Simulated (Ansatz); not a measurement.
# How thick a slab does the work function of Rh need?

Slabs of Rh from 1 to 13 layers are run on 3 faces. From which thickness on does the work function stay within 0.05 eV of the thickest slab's, and does that depend on the face?

Set-up. Ansatz 0.2.0, plane waves with PAW datasets (its set soft_2), PBE; symmetric slabs at bulk places and the tabulated experimental lattice constant, 18 Å of vacuum, one k-mesh a face (spacing 0.16 Å⁻¹, 2π included), Fermi-Dirac smearing of 0.1 eV.

Results:

| layers | Rh(100) (eV) | Rh(110) (eV) | Rh(111) (eV) |
| --- | --- | --- | --- |
| 1 | 5.595 | 5.309 | 5.923 |
| 2 | 5.125 | 4.796 | 5.191 |
| 3 | 4.977 | 4.608 | 5.099 |
| 4 | 5.077 | 4.671 | 5.180 |
| 5 | 5.073 | 4.572 | 5.173 |
| 6 | 5.061 | 4.605 | 5.159 |
| 7 | 5.055 | 4.678 | 5.165 |
| 8 | 5.061 | 4.600 | 5.171 |
| 10 | 5.059 | 4.660 | 5.167 |
| 13 | 5.058 | 4.644 | 5.165 |

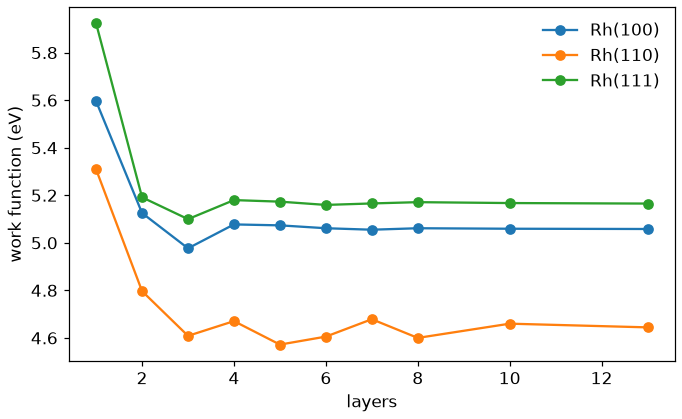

Work function against thickness.

What this shows: Within 0.05 eV of the 13-layer value: Rh(100) from 4 layers on, Rh(110) from 6 layers on and Rh(111) from 4 layers on. In length between the outer atoms these thicknesses are 5.7 Å, 6.7 Å and 6.6 Å; counted in length, the faces lie within 20 % of each other. From four layers on the values span 0.020 to 0.107 eV, most on Rh(110). Thirteen layers cost about 8 times the CPU time of four.

**Limits.** The 13-layer slab is the reference and is itself not proved converged. Thicknesses missing from the table have no sound run at this vacuum, and where values alternate they could fall outside the band. The smearing damps swings with thickness. The slabs are unrelaxed and unreconstructed, and the CPU ratio is rough.
